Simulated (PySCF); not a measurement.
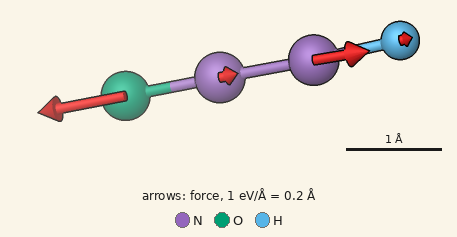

Starting geometry of N2HO (charge +1) with the computed forces as red arrows. The picture is a ball-and-stick view, seen at a tilt.

The start comes from GFN2-xTB. Its atoms were then displaced at random by about 0.01 Å.

Level of theory: PySCF, PBE0-D3(BJ)/def2-TZVP geometry optimisation, gas phase. 

### Is this structure relaxed? If not, where do the atoms go?

It isn't relaxed: the largest force vector, on the O atom, is 5.15 eV/Å. The final displacements have little in common with the starting forces (cosine between the two patterns 0.06). Over 11 geometry steps the energy falls by 0.243 eV. The largest move after the best rigid fit is that of an N atom, 0.29 Å. By element the largest moves are N 0.29 Å, H 0.22 Å, O 0.10 Å. Some distances before and after: N–N 1.089 → 1.134 Å, N–O 1.091 → 1.124 Å, H–N 1.002 → 1.028 Å. Among the angles between lasting bonds that change: N–N–H 177.5° → 135.4°, N–N–O 179.1° → 172.0°.
